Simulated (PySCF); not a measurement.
**Geometry relaxation, with input and output: C$_{4}$H$_{5}$NO**

C$_{4}$H$_{5}$NO, computed with PBE0/pcSseg-1 tight geometry optimisation and Hessian, gas phase (PySCF 2.14.0).

The run did not end well.

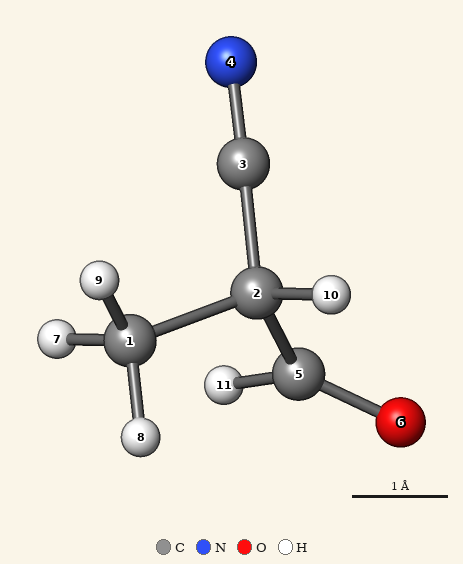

Figure 1. The starting structure (ball-and-stick view, seen at a tilt; atoms are numbered from 1 in the order of the input). Bond lengths as drawn: C–C 1.45 to 1.53 Å, C–H 1.09 to 1.11 Å, C–N 1.14 Å and C–O 1.19 Å.

What the run reported:

- outcome: not converged
- wavenumbers, lowest and highest: 166 and 3171 cm⁻¹
- hardware: 1 CPU thread, shared host
- wall time: 19 min
- peak memory: 0.57 GiB

What went wrong:

The run did not converge. At least one of its steps failed, so the values that rest on that step are not results.

Input:
```
{"job": {"xc": "PBE0", "basis": "pcSseg-1", "grid": 2, "temperatures": [350, 700], "kind": "geom"}, "charge": 0, "multiplicity": 1}
C     -1.221125    -0.198512    -0.247851
C      0.111837     0.133559     0.434295
C      0.527125     1.472608     0.080946
N      0.843980     2.530069    -0.212105
C      1.199410    -0.822730    -0.025430
O      1.910248    -1.443028     0.705875
H     -1.119947    -0.145026    -1.329998
H     -1.537309    -1.201765     0.028124
H     -1.986565     0.508554     0.063384
H      0.020023     0.076306     1.525181
H      1.274021    -0.899352    -1.126275
```

The first line tells a small driver script what to run in PySCF; the rest is the geometry in Å.

Run as:
```bash
OMP_NUM_THREADS=1 python <driver script> task.json out
```

What the program printed:
```
step   0  E = -7755.6158662 eV  max force = 1.28960
step   1  E = -7755.6299847 eV  max force = 0.91903
step   2  E = -7755.6331959 eV  max force = 0.72111
step   3  E = -7755.6453376 eV  max force = 0.15222
step   4  E = -7755.6498851 eV  max force = 0.31299
step   5  E = -7755.6517579 eV  max force = 0.23562
step   6  E = -7755.6544585 eV  max force = 0.26829
step   7  E = -7755.6559429 eV  max force = 0.24458
step   8  E = -7755.6582671 eV  max force = 0.36079
step   9  E = -7755.6596762 eV  max force = 0.11316
step  10  E = -7755.6606552 eV  max force = 0.06595
step  11  E = -7755.6594775 eV  max force = 0.48484
step  12  E = -7755.6617751 eV  max force = 0.05824
step  13  E = -7755.6622711 eV  max force = 0.04827
step  14  E = -7755.6619908 eV  max force = 0.32636
step  15  E = -7755.6628899 eV  max force = 0.02638
step  16  E = -7755.6631253 eV  max force = 0.03717
step  17  E = -7755.6631579 eV  max force = 0.22223
step  18  E = -7755.6635463 eV  max force = 0.02581
step  19  E = -7755.6636695 eV  max force = 0.02827
step  20  E = -7755.6637872 eV  max force = 0.12306
step  21  E = -7755.6639049 eV  max force = 0.01580
step  22  E = -7755.6639626 eV  max force = 0.01175
step  23  E = -7755.6640331 eV  max force = 0.04170
step  24  E = -7755.6640767 eV  max force = 0.01755
step  25  E = -7755.6641110 eV  max force = 0.01216
step  26  E = -7755.6641360 eV  max force = 0.00508
step  27  E = -7755.6641559 eV  max force = 0.01366
step  28  E = -7755.6641775 eV  max force = 0.00962
step  29  E = -7755.6642006 eV  max force = 0.01597
step  30  E = -7755.6642217 eV  max force = 0.01488
step  31  E = -7755.6642424 eV  max force = 0.03632
step  32  E = -7755.6642636 eV  max force = 0.03320
step  33  E = -7755.6643198 eV  max force = 0.03863
step  34  E = -7755.6643776 eV  max force = 0.02197
step  35  E = -7755.6644479 eV  max force = 0.08674
step  36  E = -7755.6645155 eV  max force = 0.05825
step  37  E = -7755.6647230 eV  max force = 0.08121
step  38  E = -7755.6653250 eV  max force = 0.10775
step  39  E = -7755.6659080 eV  max force = 0.19402
step  40  E = -7755.6639068 eV  max force = 0.64646
step  41  E = -7755.6639068 eV  max force = 0.64646
step  42  E = -7755.6755869 eV  max force = 0.05443
step  43  E = -7755.6782839 eV  max force = 0.25982
step  44  E = -7755.6805097 eV  max force = 0.16826
step  45  E = -7755.6821549 eV  max force = 0.34327
step  46  E = -7755.6824974 eV  max force = 0.13881
step  47  E = -7755.6691763 eV  max force = 1.35043
step  48  E = -7755.6653102 eV  max force = 1.10351
step  49  E = -7755.6548751 eV  max force = 1.71889
harmonic wavenumbers (cm-1): 165.5 169.6 223.6 253.8 300.6 520.1 540.1 560.7 857.4 935.8 941.5 1087.6 1121.2 1153.3 1265.9 1314.6 1395.1 1422.5 1487.7 1491.6 1816.3 2391.0 2793.2 3048.9 3064.2 3155.3 3170.8
```

Trajectory as extended XYZ (Å, eV, eV/Å), 10 of the 50 frames kept, from step=0 to step=49:
```
11
Properties=species:S:1:pos:R:3:forces:R:3 step=0 energy=-7755.61587
C    -1.2211   -0.1985   -0.2479    0.2083  -0.0063   0.1766
C     0.1118    0.1336    0.4343   -0.3017  -0.1010   0.0482
C     0.5271    1.4726    0.0809   -0.2991  -0.8045   0.3689
N     0.8440    2.5301   -0.2121    0.4253   1.2896  -0.3944
C     1.1994   -0.8227   -0.0254    0.0332  -0.0236   0.0177
O     1.9102   -1.4430    0.7059    0.0548  -0.1292   0.1799
H    -1.1199   -0.1450   -1.3300   -0.0253   0.0112  -0.2328
H    -1.5373   -1.2018    0.0281   -0.1054  -0.2196   0.0551
H    -1.9866    0.5086    0.0634   -0.1638   0.1102   0.0295
H     0.0200    0.0763    1.5252    0.0883  -0.0739   0.0135
H     1.2740   -0.8994   -1.1263    0.0854  -0.0528  -0.2622
11
Properties=species:S:1:pos:R:3:forces:R:3 step=5 energy=-7755.65176
C    -1.2249   -0.2123   -0.2325    0.0095  -0.0037   0.0123
C     0.1163    0.1554    0.4160   -0.0038  -0.0292  -0.0010
C     0.5192    1.5113    0.0655   -0.0073  -0.0276   0.0083
N     0.8524    2.5732   -0.2344    0.0108   0.0441  -0.0174
C     1.2032   -0.8201   -0.0357    0.1721  -0.1537   0.1400
O     1.7724   -1.5639    0.7144   -0.1945   0.1907  -0.2356
H    -1.1551   -0.1804   -1.3247   -0.0023  -0.0029  -0.0050
H    -1.5232   -1.2199    0.0728    0.0006  -0.0046   0.0053
H    -2.0035    0.4895    0.0783   -0.0068   0.0031   0.0040
H     0.0535    0.0820    1.5083    0.0042   0.0010   0.0014
H     1.4115   -0.8042   -1.1320    0.0175  -0.0170   0.0878
11
Properties=species:S:1:pos:R:3:forces:R:3 step=11 energy=-7755.65948
C    -1.2181   -0.2251   -0.2088    0.0115  -0.0028   0.0176
C     0.1317    0.1744    0.4088   -0.0095  -0.0281  -0.0163
C     0.5087    1.5293    0.0301   -0.0143  -0.0290   0.0172
N     0.8210    2.5906   -0.2931    0.0195   0.0549  -0.0183
C     1.2031   -0.8158   -0.0418    0.2058  -0.4019   0.2159
O     1.5573   -1.7395    0.6442   -0.1730   0.4848  -0.4103
H    -1.1694   -0.2178   -1.3023   -0.0007  -0.0012  -0.0129
H    -1.4914   -1.2293    0.1277   -0.0019  -0.0077   0.0020
H    -1.9993    0.4736    0.1026   -0.0080   0.0070   0.0024
H     0.0754    0.1144    1.5022    0.0062  -0.0006   0.0056
H     1.6027   -0.6441   -1.0734   -0.0355  -0.0755   0.1971
11
Properties=species:S:1:pos:R:3:forces:R:3 step=16 energy=-7755.66313
C    -1.2194   -0.2266   -0.2064    0.0012  -0.0027  -0.0011
C     0.1315    0.1758    0.4059    0.0026  -0.0001  -0.0049
C     0.5075    1.5315    0.0268   -0.0034  -0.0013   0.0008
N     0.8220    2.5924   -0.2966    0.0011   0.0042  -0.0021
C     1.2042   -0.8154   -0.0430    0.0183  -0.0314   0.0227
O     1.5390   -1.7475    0.6298   -0.0180   0.0341  -0.0372
H    -1.1744   -0.2221   -1.3006   -0.0003  -0.0003   0.0026
H    -1.4902   -1.2307    0.1333    0.0014   0.0010   0.0005
H    -2.0008    0.4720    0.1056   -0.0020   0.0000   0.0006
H     0.0779    0.1167    1.4998    0.0012   0.0008   0.0009
H     1.6243   -0.6356   -1.0586   -0.0021  -0.0043   0.0170
11
Properties=species:S:1:pos:R:3:forces:R:3 step=22 energy=-7755.66396
C    -1.2191   -0.2307   -0.1975   -0.0001  -0.0001  -0.0001
C     0.1355    0.1821    0.4006    0.0004   0.0001  -0.0012
C     0.5039    1.5369    0.0119   -0.0001   0.0008  -0.0004
N     0.8132    2.5971   -0.3189   -0.0003  -0.0007  -0.0003
C     1.2054   -0.8147   -0.0444    0.0033  -0.0106   0.0041
O     1.4615   -1.7983    0.5879   -0.0028   0.0118  -0.0105
H    -1.1848   -0.2297   -1.2920   -0.0002  -0.0001   0.0006
H    -1.4769   -1.2358    0.1486    0.0002   0.0000   0.0003
H    -2.0023    0.4632    0.1207   -0.0001   0.0000   0.0002
H     0.0856    0.1302    1.4953    0.0004   0.0003  -0.0001
H     1.6996   -0.5895   -1.0161   -0.0007  -0.0014   0.0072
11
Properties=species:S:1:pos:R:3:forces:R:3 step=27 energy=-7755.66416
C    -1.2205   -0.2338   -0.1900   -0.0001   0.0001   0.0001
C     0.1378    0.1861    0.3951    0.0003  -0.0002  -0.0008
C     0.5011    1.5399   -0.0015    0.0002   0.0008  -0.0004
N     0.8072    2.5990   -0.3387   -0.0003  -0.0008   0.0000
C     1.2072   -0.8142   -0.0454    0.0029  -0.0115   0.0043
O     1.4004   -1.8357    0.5482   -0.0017   0.0137  -0.0093
H    -1.1965   -0.2337   -1.2847   -0.0001  -0.0001   0.0001
H    -1.4673   -1.2403    0.1597    0.0001  -0.0001   0.0001
H    -2.0043    0.4558    0.1357    0.0001  -0.0001   0.0001
H     0.0918    0.1410    1.4905    0.0001   0.0002  -0.0001
H     1.7647   -0.5535   -0.9728   -0.0016  -0.0021   0.0059
11
Properties=species:S:1:pos:R:3:forces:R:3 step=33 energy=-7755.66432
C    -1.2230   -0.2365   -0.1828    0.0002   0.0011  -0.0001
C     0.1390    0.1892    0.3888    0.0045   0.0039  -0.0037
C     0.4986    1.5416   -0.0154   -0.0002   0.0066  -0.0016
N     0.8028    2.5993   -0.3587   -0.0018  -0.0054   0.0016
C     1.2098   -0.8134   -0.0461    0.0041  -0.0371   0.0184
O     1.3451   -1.8672    0.5066   -0.0019   0.0386  -0.0269
H    -1.2100   -0.2350   -1.2775   -0.0001  -0.0006  -0.0008
H    -1.4589   -1.2450    0.1685    0.0002  -0.0018   0.0006
H    -2.0071    0.4482    0.1523    0.0008  -0.0004   0.0001
H     0.0976    0.1513    1.4851    0.0005   0.0006  -0.0002
H     1.8277   -0.5216   -0.9246   -0.0063  -0.0055   0.0125
11
Properties=species:S:1:pos:R:3:forces:R:3 step=38 energy=-7755.66532
C    -1.2259   -0.2414   -0.1701    0.0019  -0.0080   0.0019
C     0.1419    0.1964    0.3771   -0.0247  -0.0407   0.0092
C     0.4947    1.5461   -0.0410    0.0011  -0.0426   0.0083
N     0.7939    2.6025   -0.3913    0.0088   0.0343  -0.0163
C     1.2118   -0.8148   -0.0459    0.0449  -0.0425  -0.0047
O     1.2510   -1.9176    0.4207   -0.0143   0.1077  -0.0422
H    -1.2318   -0.2388   -1.2649    0.0008   0.0011   0.0076
H    -1.4407   -1.2540    0.1837    0.0020   0.0136  -0.0020
H    -2.0112    0.4334    0.1807   -0.0092   0.0051   0.0035
H     0.1093    0.1745    1.4749    0.0011  -0.0013  -0.0010
H     1.9287   -0.4757   -0.8277   -0.0126  -0.0268   0.0360
11
Properties=species:S:1:pos:R:3:forces:R:3 step=44 energy=-7755.68051
C    -1.2447   -0.2500   -0.1368    0.0009  -0.0010   0.0017
C     0.1387    0.2019    0.3418    0.0060  -0.0020  -0.0036
C     0.4866    1.5410   -0.1131    0.0002   0.0016  -0.0065
N     0.7849    2.5889   -0.4896   -0.0031  -0.0031  -0.0074
C     1.2251   -0.8111   -0.0434    0.0203  -0.1206   0.0185
O     1.0868   -1.9835    0.1654    0.0259   0.1683  -0.0717
H    -1.3040   -0.2277   -1.2294   -0.0023  -0.0046   0.0056
H    -1.4173   -1.2742    0.2042    0.0010   0.0012   0.0047
H    -2.0248    0.4007    0.2671    0.0032  -0.0011   0.0019
H     0.1434    0.2215    1.4431    0.0044   0.0035  -0.0038
H     2.1469   -0.3968   -0.5132   -0.0565  -0.0421   0.0607
11
Properties=species:S:1:pos:R:3:forces:R:3 step=49 energy=-7755.65488
C    -1.2524   -0.2532   -0.1238    0.0119  -0.0043  -0.0107
C     0.1363    0.2028    0.3305    0.0669  -0.0276  -0.0001
C     0.4839    1.5374   -0.1391    0.0126   0.0288  -0.0250
N     0.7841    2.5807   -0.5275   -0.0163  -0.0329   0.0069
C     1.2293   -0.8092   -0.0417    0.2029  -1.1915  -0.0336
O     1.0329   -2.0058    0.0588    0.4425   1.7189  -0.2331
H    -1.3285   -0.2283   -1.2156   -0.0033  -0.0116   0.0233
H    -1.4134   -1.2798    0.2158    0.0000   0.0109  -0.0030
H    -2.0294    0.3926    0.2949    0.0231  -0.0036  -0.0024
H     0.1552    0.2387    1.4330    0.0131   0.0000  -0.0226
H     2.2237   -0.3651   -0.3892   -0.7533  -0.4872   0.3003
```

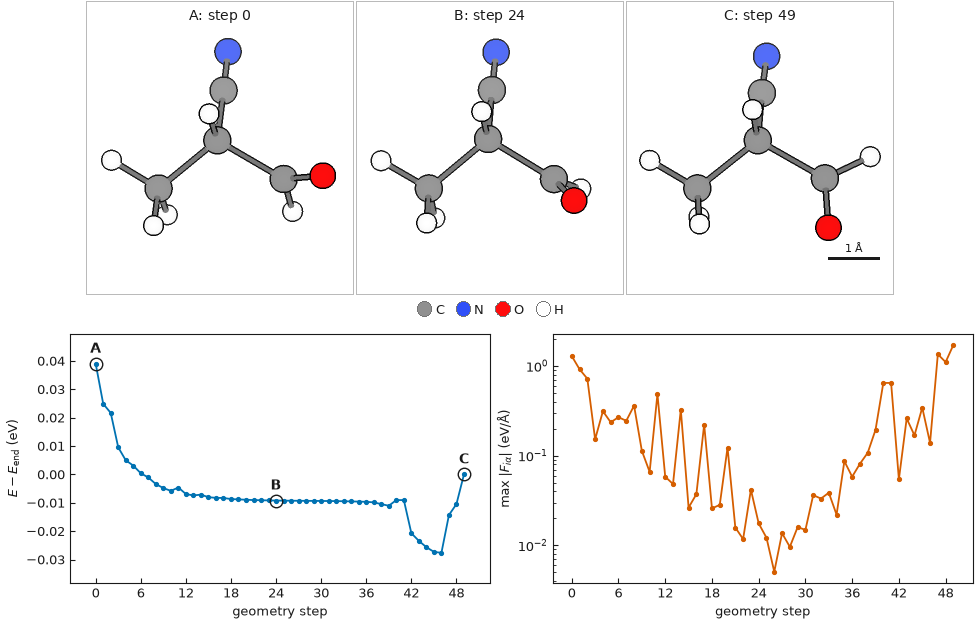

Figure 2. Frames of the relaxation (ball-and-stick view, seen at a tilt) above the curves, on which the letters mark them (steps are counted from 0).

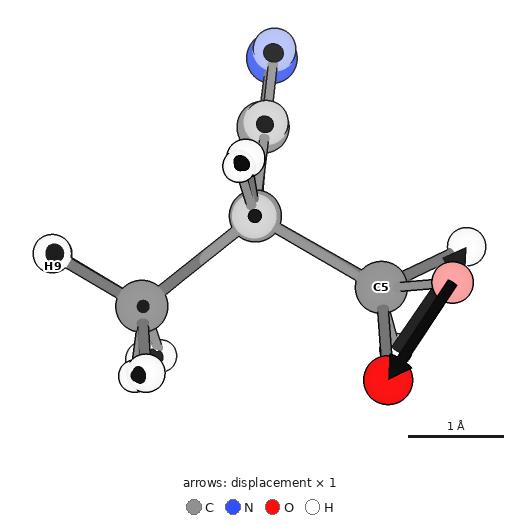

Figure 3. Start (faint) and end (solid) with the displacements as black arrows, at true length (ball-and-stick view, seen at a tilt). The two geometries are laid on each other by the best rigid fit. The relaxation stopped without meeting its thresholds, so the last structure isn't shown to be converged. The atom that moves furthest after the best rigid fit is H11 (1.35 Å). By element the largest moves are H 1.35 Å, O 1.25 Å, N 0.25 Å, C 0.19 Å. Among the contacts that change: C5–H11 1.106 → 1.143 Å, C5–O6 1.194 → 1.217 Å, C2–C5 1.519 → 1.535 Å, C2–C3 1.446 → 1.457 Å. Among the angles that change: C5–C2–H10 109.2° → 104.6°, C2–C5–O6 124.6° → 120.9°, C1–C2–C3 110.0° → 113.2°. After 49 geometry steps the energy has fallen by 0.039 eV. Largest force component: 1.3 eV/Å at the start, 1.7 eV/Å at the end. (Atoms are counted from 1 in the order of the input.)
